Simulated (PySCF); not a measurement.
Molecule: hexafluoroethane, C₂F₆, SMILES FC(F)(F)C(F)(F)F. Atoms near the plane z = 0.6 Å, at the CAM-B3LYP/def2-SVP optimised geometry (x, y, z in Å): C2 (-0.8, 0.0, 0.0), F3 (-1.2, -0.6, 1.1), F4 (-1.2, 1.2, 0.0), C5 (0.8, 0.0, 0.0), F6 (1.2, -1.2, 0.0), F8 (1.2, 0.6, 1.1).

Method: CAM-B3LYP/def2-TZVP in PySCF. The values are rescaled to run from 0 to 1.

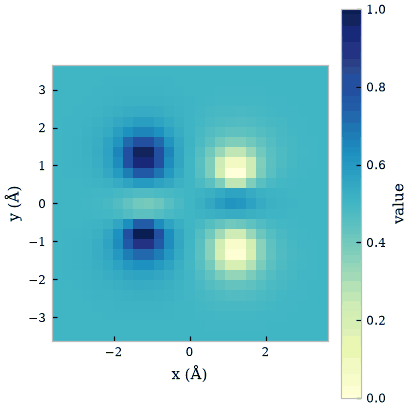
Figure: a field on the plane z = 0.6 Å.

Which quantity is mapped?
A. an orbital amplitude
B. electron localisation function
C. deformation density (molecule minus spherical neutral atoms)
D. log10 of the electron density

A, an orbital amplitude. In full: HOMO−1 amplitude (bohr^(-3/2)).
